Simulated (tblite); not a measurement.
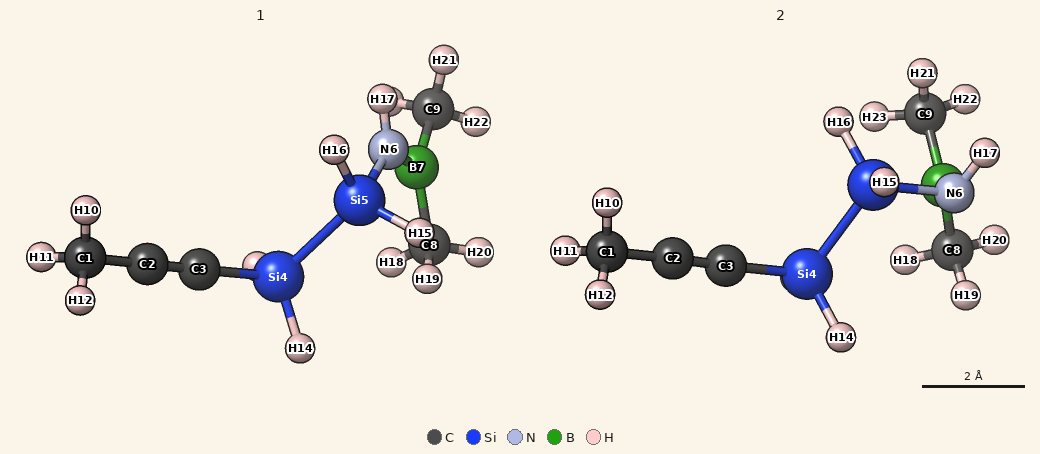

Two geometries of C$_{5}$H$_{14}$BNSi$_{2}$, drawn at one scale. One is the start of a relaxation, the other its converged end. The picture is a ball-and-stick view, seen from a free direction.

Method: GFN2-xTB geometry optimisation, gas phase in tblite 0.8.0. 

### Which geometry has the lower energy?

Structure 1 is the relaxed one. The largest move after the best rigid fit is that of an H atom, 2.00 Å. Largest moves by element: H 2.00 Å, N 1.28 Å, C 0.75 Å, B 0.38 Å, Si 0.36 Å. Near-neighbour distances that change, for instance: B–N 1.524 → 1.400 Å, Si–Si 2.222 → 2.311 Å, N–Si 1.797 → 1.750 Å, C–H 1.125 → 1.090 Å. Bond angles that change, for instance: Si–N–B 108.6° → 130.8°, N–Si–H 110.3° → 102.9°, B–N–H 107.9° → 115.3°. Groups turn about Si–Si by about 50°, B–C by about 25°. Over 162 geometry steps the energy falls by 1.105 eV. The run took 1.4 s on 1 thread of Arm Neoverse V2, with other jobs on the host.
